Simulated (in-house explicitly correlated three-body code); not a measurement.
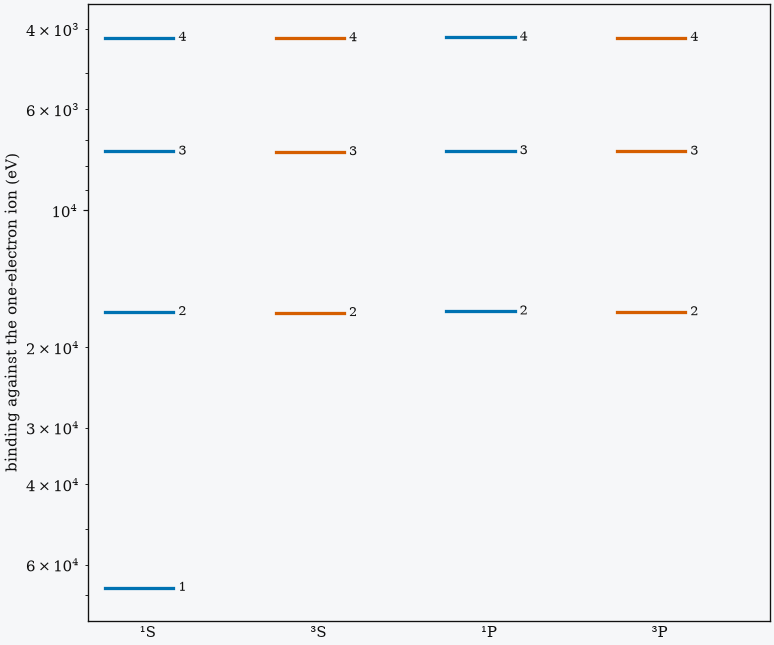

Two electrons around a point charge Z = 71 (Lu⁶⁹⁺). Computed variationally in 260 exponentially correlated functions with an in-house code, non-relativistic, converged to about 10⁻⁸ of the energy. The plot shows the bound S and P states that converged, by term and principal number n, on a logarithmic scale of binding.

> Describe the level scheme.

The ground state is bound by 67.38 keV. The n = 2 states drawn run, from the deepest, 2 ³S (16.78 keV), 2 ³P (16.71 keV), 2 ¹S (16.70 keV), 2 ¹P (16.65 keV). Exchange puts 2 ³S below 2 ¹S by 83.0 eV and 2 ³P below 2 ¹P by 63.7 eV. Quantum defects n − (Z − 1)/√(2 E(binding)): 2 ³S 0.007, 2 ³P 0.003, 2 ¹S 0.002, 2 ¹P −0.001.
